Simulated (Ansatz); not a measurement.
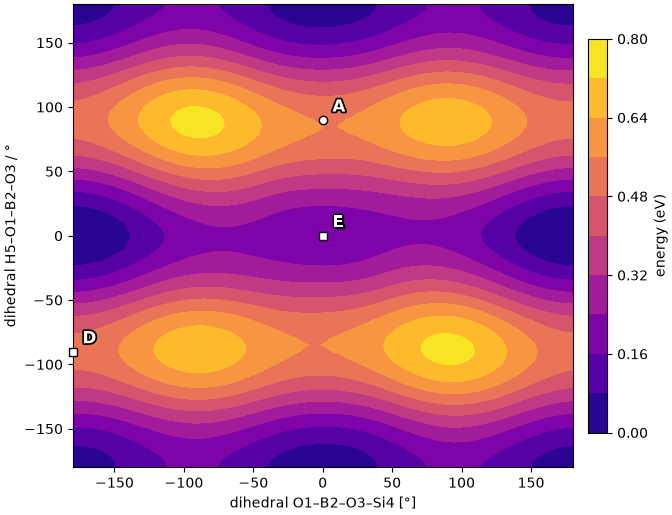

BH₅O₂Si, SMILES OBO[SiH3]. 
- The first coordinate is: dihedral O1–B2–O3–Si4; the second: dihedral H5–O1–B2–O3.
- Nothing is relaxed (all other coordinates rigid).
- The grid has 12 × 12 points.
- Points are written as (first, second).
- Energies are in eV, from the lowest grid point.
- Theory: RKS CAM-B3LYP-D4/def2-SVP in Ansatz.

Drawn: filled contours, lettered points. Between grid points the surface is interpolated.

What kind of point is each of A, D, E: minimum, saddle, maximum or slope?

A: saddle point; D: saddle point; E: minimum. (In these two coordinates alone; a stationary point may lie a little off the grid point.)

Rank the lettered points by energy, lowest first.

E (0.171 eV), D (0.512 eV), A (0.556 eV).
